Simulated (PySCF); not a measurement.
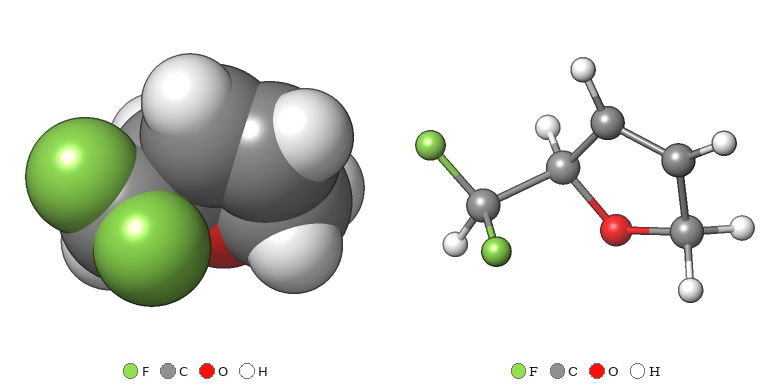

The same structure drawn twice, from different directions.

Question: Give the formula.

Answer: C₅H₆F₂O, 14 atoms: 5 carbon, 6 hydrogen, 2 fluorine and 1 oxygen.

Question: How many bonds of each kind are drawn?

Answer: 6 C–H, 4 C–C, 2 C–F, 2 C–O.

Question: Does it have rings?

Answer: Independent rings (smallest set): 1 of 5 members.

Question: Give the symmetry (Schoenflies symbol).

Answer: C1.

More results for the same structure follow; atom numbers are the same in all pictures, views and colours differ. The geometry was computed by an optimisation with PBE0-D3(BJ)/def2-SVP. No frequency run is at hand to confirm it as a minimum.

**Geometry**

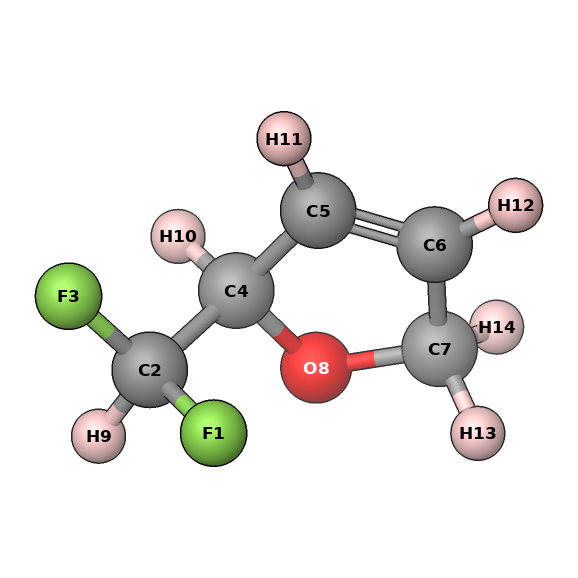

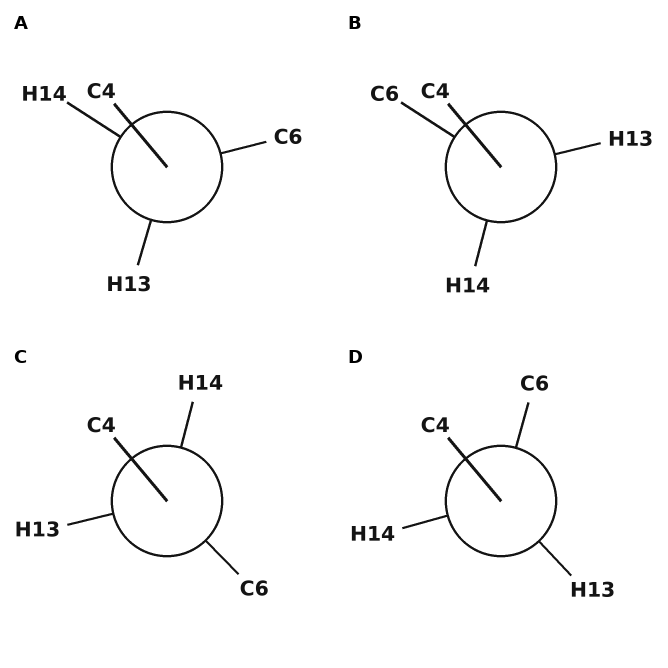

Distant atoms are faded towards the background colour. Bonds that would overlap in a projection are set slightly apart. No frequency run is at hand to confirm it as a minimum.

Question: Which Newman projection shows the view along O8–C7, with O8 in front?

Answer: B. The torsion angle C4–O8–C7–C6 is −4°, synperiplanar (eclipsed).

**Levels of theory compared**

No frequency run is at hand to confirm it as a minimum. Program: PySCF 2.14.0.

Compare dipole (D), HOMO–LUMO gap (eV) at these levels: PBE0/pcSseg-1 in acetone (IEF-PCM); PBE0/pcSseg-1 in benzene (IEF-PCM); ωB97X-D/def2-SVPD; ωB97X-D/def2-SVPD in acetone (IEF-PCM); ωB97X-D/def2-SVPD in benzene (IEF-PCM).

```json
{"level": "PBE0/pcSseg-1 in acetone (IEF-PCM)", "dipole (D)": "2.08", "HOMO–LUMO gap (eV)": "7.19"}
{"level": "PBE0/pcSseg-1 in benzene (IEF-PCM)", "dipole (D)": "1.92", "HOMO–LUMO gap (eV)": "7.16"}
{"level": "ωB97X-D/def2-SVPD", "dipole (D)": "1.84", "HOMO–LUMO gap (eV)": "10.80"}
{"level": "ωB97X-D/def2-SVPD in acetone (IEF-PCM)", "dipole (D)": "2.22", "HOMO–LUMO gap (eV)": "10.85"}
{"level": "ωB97X-D/def2-SVPD in benzene (IEF-PCM)", "dipole (D)": "2.02", "HOMO–LUMO gap (eV)": "10.82"}
```

**Excitation**

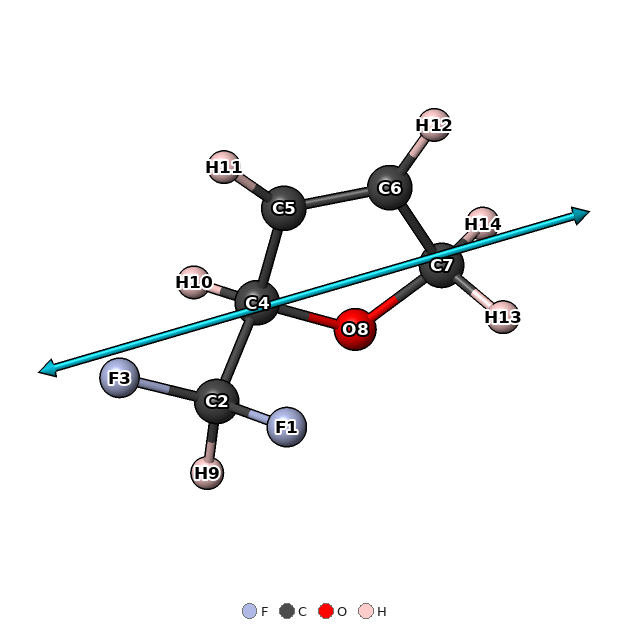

The double arrow shows the direction of the transition dipole to excited singlet state 3 (its length means nothing). No frequency run is at hand to confirm it as a minimum. Method: TDDFT ωB97X-D/def2-SVPD, vertical, IEF-PCM acetone (non-equilibrium linear response), core orbitals frozen in the response (PySCF 2.14.0).

Question: How is the transition polarised?

Answer: Nearly parallel to the C5–C6 bond.

Question: Give its energy, strength and character.

Answer: 7.86 eV (158 nm), oscillator strength 0.17, mainly HOMO−1 → LUMO (weight 0.90); transition dipole 2.41 D.

**Ring current**

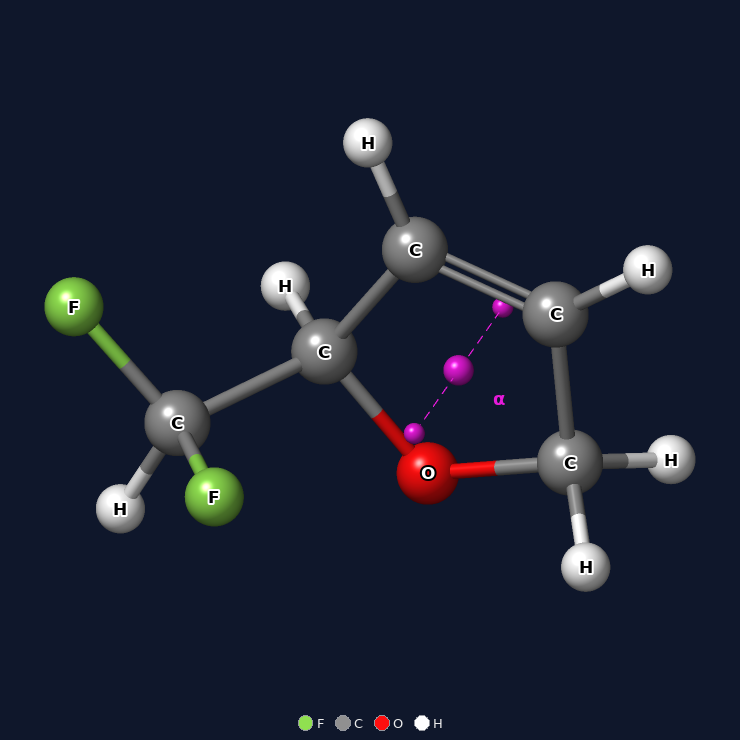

The small points mark where nucleus-independent chemical shifts (NICS) were computed: at the centre of each lettered ring and 1 Å above and below it. No frequency run is at hand to confirm it as a minimum. Level of theory: GIAO PBE0/pcSseg-1 NMR shielding, non-relativistic, IEF-PCM acetone (PySCF 2.14.0).

Give NICS(0), NICS(1) and the out-of-plane component NICS(1)zz for each ring (means of the two sides).

| ring | members | NICS(0) | NICS(1) | NICS(1)zz |
| --- | --- | --- | --- | --- |
| α | C4O | −5.2 | −3.1 | −6.5 |

Values in ppm.

Question: What do the values say about the ring currents?

Answer: Ring α: weak, as in a non-aromatic ring. NICS is one index among several.
